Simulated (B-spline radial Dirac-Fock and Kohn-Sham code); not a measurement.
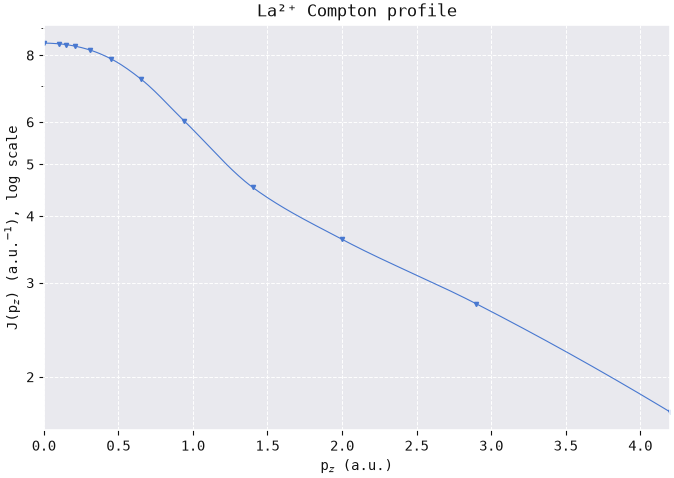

The total Compton profile J(pz). The figure is for the ion La²⁺ in the configuration [Xe] 5d1. Level of theory: the impulse approximation on the Dirac–Fock momentum density (average of configuration); calculated with a B-spline radial code.

> What is the peak value?

J(0) = 8.43 a.u.⁻¹.

> What is the area under the whole profile, from −∞ to ∞?

55, the number of electrons.
